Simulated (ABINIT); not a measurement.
## Ca2Si (Fm-3m): G0W0 in ABINIT against the plane-wave cutoff

Wanted: the cheapest plane-wave cutoff that holds the gap of Ca2Si (Fm-3m).

Program: ABINIT 10.8.3. Level of theory: LDA and many-body steps on it, plane waves. Results are calculated unless marked as measured.

### Step 1. Starting point

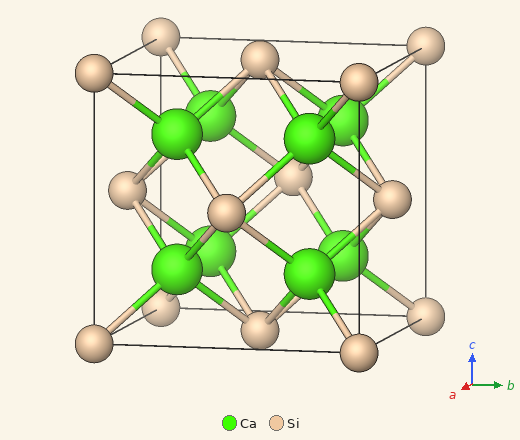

Start, viewed slightly off an axis; calcium green, silicon light orange. This picture shows the conventional cell, with its axes. Some periodic images of atoms are drawn too.

The cell and positions are those that the Materials Project relaxed with its own functionals (PBE, PBE+U or r2SCAN), kept fixed.

### Step 2. Empty states on the mesh, 2×2×2 mesh, 169 bands

This step: ABINIT 10.8.3; DFT, LDA, plane waves, norm-conserving pseudopotentials.

The sums over transitions need many empty states on a uniform mesh; this step solves for them.

The input, run.abi:

```
acell 3*1.0 Angstrom
rprim 
  -0.000000000000 3.585232820000 3.585232820000
  3.585232820000 -0.000000000000 3.585232820000
  3.585232820000 3.585232820000 -0.000000000000
ntypat 2
znucl 20 14
natom 3
typat 1 1 2
xred 
  0.750000000000 0.750000000000 0.750000000000
  0.250000000000 0.250000000000 0.250000000000
  0.000000000000 0.000000000000 0.000000000000
pp_dirpath "pseudos"
pseudos "Ca.upf, Si.upf"
ecut 30
ngkpt 2 2 2
nshiftk 1
shiftk 0 0 0
kptopt 1
chksymbreak 0
irdden 1
istwfk *1
nband 169
prtvol 0
optdriver 6
gwr_task "HDIAGO"
paral_kgb 0
occopt 1
indata_prefix "in"
outdata_prefix "out"
tmpdata_prefix "tmp"
```

Run with:

```bash
OMP_NUM_THREADS=1 mpirun -n 4 abinit run.abi > log
```

Numbers of over 12 decimals in the logs are rounded to 6 here.

Output:

```text
.Version 10.8.3 of ABINIT. v10.8.2 released Aug 2026.

 Symmetries : space group Fm -3 m (#225); Bravais cF (face-center cubic)
[... echo of the input left out ...]
== DATASET  1 ==================================================================
-   mpi_nproc: 4, omp_nthreads: 1 (-1 if OMP is not activated)

--- !DatasetInfo
iteration_state: {dtset: 1, }
dimensions: {natom: 3, nkpt: 3, mband: 169, nsppol: 1, nspinor: 1, nspden: 1, mpw: 4910, }
cutoff_energies: {ecut:  30.0, pawecutdg:  -1.0, }
[...]
Direct band gap semiconductor
 Fundamental gap:     0.509 (eV)
   VBM:     3.544 (eV) at k: [ 5.0000E-01,  5.0000E-01,  0.0000E+00]
   CBM:     4.053 (eV) at k: [ 5.0000E-01,  5.0000E-01,  0.0000E+00]
 Direct gap:         0.509 (eV) at k: [ 5.0000E-01,  5.0000E-01,  0.0000E+00]

== END DATASET(S) ==============================================================
================================================================================

 -outvars: echo values of variables after computation  --------
           etotal      0.0000000000E+00
            nband         169
             nkpt           3
          spgroup         225
 [... the other variables as echoed above ...]

 Calculation completed.
```

Run time: 78 s. Hardware: 4 MPI ranks of Arm Neoverse V1, shared host; peak memory 4.8 GiB; 5.2 min of CPU time.

This step gave:

- gap: 0.5088 eV
- k of the valence top: 0.5, 0.5, 0
- k of the conduction bottom: 0.5, 0.5, 0
- least direct gap: 0.5088 eV
- k points computed: 3
- lowest point of the top converged band, above the valence top: 69.7694 eV

On this mesh the gap is 0.509 eV.

The density comes from a self-consistent run that is not shown.

### Step 3. Empty states on the mesh, 2×2×2 mesh, 53 bands

run.abi: that of step 2 with these lines changed.

```diff
@@ -15,3 +15,3 @@
 pseudos "Ca.upf, Si.upf"
-ecut 30
+ecut 18
 ngkpt 2 2 2
@@ -21,10 +21,10 @@
 chksymbreak 0
+iscf -2
 irdden 1
 istwfk *1
-nband 169
+nband 53
+nbdbuf 4
+tolwfr 1e-09
+nstep 60
 prtvol 0
-optdriver 6
-gwr_task "HDIAGO"
-paral_kgb 0
-occopt 1
 indata_prefix "in"
```

Output:

```text
.Version 10.8.3 of ABINIT. v10.8.2 released Aug 2026.

 Symmetries : space group Fm -3 m (#225); Bravais cF (face-center cubic)
[... echo of the input left out ...]
== DATASET  1 ==================================================================
-   mpi_nproc: 4, omp_nthreads: 1 (-1 if OMP is not activated)
-    --> not optimal distribution: autoparal keyword recommended in input file <--

--- !DatasetInfo
iteration_state: {dtset: 1, }
dimensions: {natom: 3, nkpt: 3, mband: 53, nsppol: 1, nspinor: 1, nspden: 1, mpw: 2276, }
cutoff_energies: {ecut:  18.0, pawecutdg:  -1.0, }
[...]
0.53407    0.75209    0.75209    0.75209    0.78003    0.78003    0.78003    0.81090
   0.81090    0.81090    0.87389    0.87389    0.99945    0.99945    1.03414    1.03414
   1.03414    1.05807    1.05807    1.05808    1.07466
 prteigrs : prtvol=0 or 1, do not print more k-points.

== END DATASET(S) ==============================================================
================================================================================

 -outvars: echo values of variables after computation  --------
            nband          53
             nkpt           3
          spgroup         225
 [... the other variables as echoed above ...]

 Calculation completed.
```

Elapsed: 5.9 s, on 4 MPI ranks; peak memory 0.24 GiB; 23 s of CPU time.

This step gave:

* gap: 0.5189 eV
* k of the valence top: 0.5, 0.5, 0
* k of the conduction bottom: 0.5, 0.5, 0
* least direct gap: 0.5189 eV
* k points computed: 3
* lowest point of the top converged band, above the valence top: 22.69 eV

On this mesh the gap is 0.519 eV.

### Step 4. Empty states on the mesh, 2×2×2 mesh, 53 bands

run.abi: that of step 3 with these lines changed.

```diff
@@ -15,3 +15,3 @@
 pseudos "Ca.upf, Si.upf"
-ecut 18
+ecut 24
 ngkpt 2 2 2
```

Output:

```text
.Version 10.8.3 of ABINIT. v10.8.2 released Aug 2026.

 Symmetries : space group Fm -3 m (#225); Bravais cF (face-center cubic)
[... echo of the input left out ...]
== DATASET  1 ==================================================================
-   mpi_nproc: 4, omp_nthreads: 1 (-1 if OMP is not activated)
-    --> not optimal distribution: autoparal keyword recommended in input file <--

--- !DatasetInfo
iteration_state: {dtset: 1, }
dimensions: {natom: 3, nkpt: 3, mband: 53, nsppol: 1, nspinor: 1, nspden: 1, mpw: 3498, }
cutoff_energies: {ecut:  24.0, pawecutdg:  -1.0, }
[...]
0.52818    0.75206    0.75206    0.75206    0.77619    0.77619    0.77619    0.80873
   0.80873    0.80873    0.86459    0.86459    0.99818    0.99818    1.03220    1.03220
   1.03220    1.05812    1.05812    1.05812    1.07445
 prteigrs : prtvol=0 or 1, do not print more k-points.

== END DATASET(S) ==============================================================
================================================================================

 -outvars: echo values of variables after computation  --------
            nband          53
             nkpt           3
          spgroup         225
 [... the other variables as echoed above ...]

 Calculation completed.
```

Elapsed: 7.9 s, on 4 MPI ranks; peak memory 0.26 GiB.

This step gave:

```
gap                                                           : 0.5089 eV
k of the valence top                                          : 0.5, 0.5, 0
k of the conduction bottom                                    : 0.5, 0.5, 0
least direct gap                                              : 0.5089 eV
k points computed                                             : 3
lowest point of the top converged band, above the valence top : 22.69 eV
```

On this mesh the gap is 0.509 eV.

### Step 5. Empty states on the mesh, 2×2×2 mesh, 53 bands

run.abi: that of step 4 with these lines changed.

```diff
@@ -15,3 +15,3 @@
 pseudos "Ca.upf, Si.upf"
-ecut 24
+ecut 38
 ngkpt 2 2 2
```

Output:

```text
.Version 10.8.3 of ABINIT. v10.8.2 released Aug 2026.

 Symmetries : space group Fm -3 m (#225); Bravais cF (face-center cubic)
[... echo of the input left out ...]
== DATASET  1 ==================================================================
-   mpi_nproc: 4, omp_nthreads: 1 (-1 if OMP is not activated)
-    --> not optimal distribution: autoparal keyword recommended in input file <--

--- !DatasetInfo
iteration_state: {dtset: 1, }
dimensions: {natom: 3, nkpt: 3, mband: 53, nsppol: 1, nspinor: 1, nspden: 1, mpw: 6982, }
cutoff_energies: {ecut:  38.0, pawecutdg:  -1.0, }
[...]
0.52763    0.75204    0.75204    0.75204    0.77575    0.77575    0.77575    0.80850
   0.80850    0.80850    0.86346    0.86346    0.99804    0.99804    1.03190    1.03190
   1.03190    1.05811    1.05811    1.05814    1.07439
 prteigrs : prtvol=0 or 1, do not print more k-points.

== END DATASET(S) ==============================================================
================================================================================

 -outvars: echo values of variables after computation  --------
            nband          53
             nkpt           3
          spgroup         225
 [... the other variables as echoed above ...]

 Calculation completed.
```

Wall time 13 s (4 MPI ranks); peak memory 0.3 GiB.

Numbers from this step:

* gap: 0.5089 eV
* k of the valence top: 0.5, 0.5, 0
* k of the conduction bottom: 0.5, 0.5, 0
* least direct gap: 0.5089 eV
* k points computed: 3
* lowest point of the top converged band, above the valence top: 22.69 eV

On this mesh the gap is 0.509 eV.

### Step 6. Screening, 2×2×2 mesh, 49 bands, screening to 106.1 eV

The RPA dielectric matrix is built and inverted for each q.

This step: RPA screening on LDA, plane waves, norm-conserving pseudopotentials.

run.abi: that of step 5 with these lines changed.

```diff
@@ -15,3 +15,3 @@
 pseudos "Ca.upf, Si.upf"
-ecut 38
+ecut 18
 ngkpt 2 2 2
@@ -21,10 +21,11 @@
 chksymbreak 0
-iscf -2
-irdden 1
 istwfk *1
-nband 53
-nbdbuf 4
-tolwfr 1e-09
-nstep 60
-prtvol 0
+occopt 1
+irdwfk 1
+optdriver 3
+nband 49
+ecuteps 3.9
+inclvkb 2
+awtr 1
+symchi 1
 indata_prefix "in"
```

Output:

```text
.Version 10.8.3 of ABINIT. v10.8.2 released Aug 2026.

 Symmetries : space group Fm -3 m (#225); Bravais cF (face-center cubic)
[... echo of the input left out ...]
== DATASET  1 ==================================================================
-   mpi_nproc: 4, omp_nthreads: 1 (-1 if OMP is not activated)

--- !DatasetInfo
iteration_state: {dtset: 1, }
dimensions: {natom: 3, nkpt: 3, mband: 49, nsppol: 1, nspinor: 1, nspden: 1, mpw: 2276, }
cutoff_energies: {ecut:  18.0, pawecutdg:  -1.0, }
electrons: {nelect:   2.40000000E+01, charge:   0.00000000E+00, occopt:   1.00000000E+00, tsmear:   1.00000000E-02, }

 SCREENING: Calculation of the susceptibility and dielectric matrices

 Based on a program developped by R.W. Godby, V. Olevano, G. Onida, and L. Reining.
 Incorporated in ABINIT by V. Olevano, G.-M. Rignanese, and M. Torrent.
.Using double precision arithmetic ; gwpc =  8

[... cell and pseudopotentials left out ...]
--------------------------------------------------------------------------------

 ==== K-mesh for the wavefunctions ====
 Number of points in the irreducible wedge :     3
[... list of points left out ...]
 Together with 48 symmetry operations and time-reversal symmetry
 yields     8 points in the full Brillouin Zone.

 ==== Q-mesh for the screening function ====
 Number of points in the irreducible wedge :     3
[... list of points left out ...]
 Together with 48 symmetry operations and time-reversal symmetry
 yields     8 points in the full Brillouin Zone.

 setmesh: FFT mesh size selected  =    27x   27x   27
          total number of points  =        19683

 vcoul_init : cutoff-mode = AUXILIARY_FUNCTION
 q-points for optical limit:   1
     1)      0.000010    0.000020    0.000030

- screening: taking advantage of time-reversal symmetry
- Maximum band index for partially occupied states nbvw = 12
- Remaining bands to be divided among processors   nbcw = 37
- Number of bands treated by each node ~9

 Number of electrons calculated from density =   24.0000; Expected =   24.0000
 average of density, n =  0.038586
 r_s =    1.8358
 omega_plasma =   18.9484 [eV]

 calculating chi0 at frequencies [eV] :
  1    0.000000E+00    0.000000E+00
  2    0.000000E+00    1.894837E+01

--------------------------------------------------------------------------------
  q-point number  1        q = ( 0.000000, 0.000000, 0.000000) [r.l.u.]
--------------------------------------------------------------------------------
[... chi0 elements left out ...]
 For q-point:  0.000010 0.000020 0.000030
  dielectric constant =  67.8897
  dielectric constant without local fields =  90.1139

  Average fulfillment of the sum rule on Im[epsilon] for q-point    1 :     50.08  [%]
[... wings left out ...]
  q-point number  2        q = ( 0.500000, 0.000000, 0.000000) [r.l.u.]
--------------------------------------------------------------------------------
[... chi0 elements left out ...]
  Average fulfillment of the sum rule on Im[epsilon] for q-point    2 :     59.34  [%]

 [... 1 further q-points ...]
```

The job ended after 3.2 s (4 MPI ranks; peak memory 0.39 GiB; 13 s of CPU time).

Numbers from this step:

```
ε∞ with local fields, on this mesh, along the program's q direction : 67.89
the same without local fields                                       : 90.11
plasma frequency                                                    : 18.95 eV
plane waves in the screening matrix                                 : 259
```

Local fields lower ε∞ by 25 %. On a Γ-centred mesh this coarse the value itself is usually too large, while a short band sum pulls it down.

### Step 7. 18 Ha

This step: G0W0 on LDA, plane waves, norm-conserving pseudopotentials.

run.abi: that of step 6 with these lines changed.

```diff
@@ -24,8 +24,17 @@
 irdwfk 1
-optdriver 3
+optdriver 4
 nband 49
+gwcalctyp 0
+ecutsigx 18
+symsigma 1
+nkptgw 2
+kptgw 
+  0.5000000000 0.5000000000 0.0000000000
+  0.0000000000 0.0000000000 0.0000000000
+bdgw 
+  11 14
+  10 15
 ecuteps 3.9
-inclvkb 2
-awtr 1
-symchi 1
+irdscr 1
+ppmodel 1
 indata_prefix "in"
```

Output:

```text
.Version 10.8.3 of ABINIT. v10.8.2 released Aug 2026.

 Symmetries : space group Fm -3 m (#225); Bravais cF (face-center cubic)
[... echo of the input left out ...]
== DATASET  1 ==================================================================
-   mpi_nproc: 4, omp_nthreads: 1 (-1 if OMP is not activated)

--- !DatasetInfo
iteration_state: {dtset: 1, }
dimensions: {natom: 3, nkpt: 3, mband: 49, nsppol: 1, nspinor: 1, nspden: 1, mpw: 2276, }
cutoff_energies: {ecut:  18.0, pawecutdg:  -1.0, }
electrons: {nelect:   2.40000000E+01, charge:   0.00000000E+00, occopt:   1.00000000E+00, tsmear:   1.00000000E-02, }

 SIGMA: Calculation of the GW corrections

 Based on a program developped by R.W. Godby, V. Olevano, G. Onida, and L. Reining.
 Incorporated in ABINIT by V. Olevano, G.-M. Rignanese, and M. Torrent.
.Using double precision arithmetic ; gwpc =  8

[... cell and pseudopotentials left out ...]
--------------------------------------------------------------------------------

 ==== K-mesh for the wavefunctions ====
 Number of points in the irreducible wedge :     3
[... list of points left out ...]
 Together with 48 symmetry operations and time-reversal symmetry
 yields     8 points in the full Brillouin Zone.

 ==== Q-mesh for screening function ====
 Number of points in the irreducible wedge :     3
[... list of points left out ...]
 Together with 48 symmetry operations and time-reversal symmetry
 yields     8 points in the full Brillouin Zone.

 vcoul_init : cutoff-mode = AUXILIARY_FUNCTION
 q-points for optical limit:   1
     1)      0.000010    0.000020    0.000030
 setmesh: FFT mesh size selected  =    40x   40x   40
          total number of points  =        64000

 Number of electrons calculated from density =   24.0000; Expected =   24.0000
 average of density, n =  0.038586
 r_s =    1.8358
 omega_plasma =   18.9484 [eV]

 === KS Band Gaps ===
  >>>> For spin  1
   Minimum direct gap =   0.5189 [eV], located at k-point      :   0.5000  0.5000  0.0000
   Fundamental gap    =   0.5189 [eV], Top of valence bands at :   0.5000  0.5000  0.0000
                                       Bottom of conduction at :   0.5000  0.5000  0.0000
 SIGMA fundamental parameters:
 PLASMON POLE MODEL  1
 number of plane-waves for SigmaX                 2229
 number of plane-waves for SigmaC and W            259
 number of plane-waves for wavefunctions          2229
 number of bands                                    49
 number of independent spin polarizations            1
 number of spinorial components                      1
 number of k-points in IBZ                           3
 number of q-points in IBZ                           3
 number of symmetry operations                      48
 number of k-points in BZ                            8
 number of q-points in BZ                            8
 number of frequencies for dSigma/dE                 9
 frequency step for dSigma/dE [eV]                0.25
 number of omega for Sigma on real axis              0
 max omega for Sigma on real axis  [eV]           0.00
 zcut for avoiding poles [eV]                     0.10

 EPSILON^-1 parameters (SCR file):
 dimension of the eps^-1 matrix on file            259
 dimension of the eps^-1 matrix used               259
 number of plane-waves for wavefunctions          2229
 number of bands                                    49
 number of q-points in IBZ                           3
 number of frequencies                               2
 number of real frequencies                          1
 number of imag frequencies                          1

 matrix elements of self-energy operator (all in [eV])

 Perturbative Calculation

--- !SelfEnergy_ee
iteration_state: {dtset: 1, }
kpoint     : [   0.500,    0.500,    0.000, ]
spin       : 1
KS_gap     :    0.519
QP_gap     :    1.053
Delta_QP_KS:    0.534
data: !SigmaeeData |
     Band     E0 <VxcDFT>   SigX SigC(E0)      Z dSigC/dE  Sig(E)    E-E0       E
       11   3.556  -9.921 -11.413   1.687   0.754  -0.326  -9.774   0.147   3.703
       12   3.556  -9.921 -11.413   1.687   0.754  -0.326  -9.774   0.147   3.703
       13   4.075  -8.049  -3.861  -3.311   0.776  -0.288  -7.368   0.681   4.756
       14   5.185 -10.374  -5.067  -3.685   0.767  -0.303  -9.129   1.245   6.430

--- !SelfEnergy_ee
iteration_state: {dtset: 1, }
kpoint     : [   0.000,    0.000,    0.000, ]
spin       : 1
KS_gap     :    2.022
QP_gap     :    2.140
Delta_QP_KS:    0.118
data: !SigmaeeData |
     Band     E0 <VxcDFT>   SigX SigC(E0)      Z dSigC/dE  Sig(E)    E-E0       E
       10   3.191 -10.220 -11.176   1.507   0.754  -0.326  -9.804   0.416   3.607
       11   3.191 -10.220 -11.176   1.507   0.754  -0.326  -9.804   0.416   3.607
       12   3.191 -10.220 -11.176   1.507   0.754  -0.326  -9.804   0.416   3.607
       13   5.213  -8.001  -3.744  -3.565   0.771  -0.297  -7.467   0.534   5.747
       14   5.380 -11.459  -5.559  -3.866   0.763  -0.310  -9.906   1.554   6.933
       15   5.380 -11.459  -5.559  -3.866   0.763  -0.310  -9.906   1.554   6.933

== END DATASET(S) ==============================================================
================================================================================

 -outvars: echo values of variables after computation  --------
           etotal      0.0000000000E+00
            nband          49
             nkpt           3
          spgroup         225
 [... the other variables as echoed above ...]

 Calculation completed.
```

Wall time 4 s (4 MPI ranks); peak memory 0.45 GiB; 16 s of CPU time.

Numbers from this step:

| Item | Value |
| --- | --- |
| G0W0 gap on the points computed | 1.053 eV |
| starting gap on the mesh | 0.5189 eV |
| k of the valence top | 0.5, 0.5, 0 |
| k of the conduction bottom | 0.5, 0.5, 0 |
| Z at the valence top | 0.754 |
| Z at the conduction bottom | 0.776 |
| least direct G0W0 gap on the computed points | 1.053 eV |

[end of part 1 of 2]

[Paths, hosts, dates, memory and timing lines, banners, echoed tables and standing remarks are left out of the program output.]

[Logs are printed without paths, hosts, clocks, repeated set-up lines and the standing remarks that a program may print on its own settings, such as how far it seeks lower states.]

[Runs of the session that timed out or met a known fault of the program may be left out.]

[Hosts, paths, dates, database ids (printed as entryN), source tags and the programs' standing remarks are cut or masked in the printed files.]

[G0W0 gaps are taken among the corrected bands and points alone; a level outside them can change the order at an edge.]

[Where Ansatz stands beside ABINIT at settings called matched, ABINIT's density can come from a denser mesh and the files from another edition; pairs whose starting gaps differed by over 0.03 eV were left out, so agreement reads better than it is.]
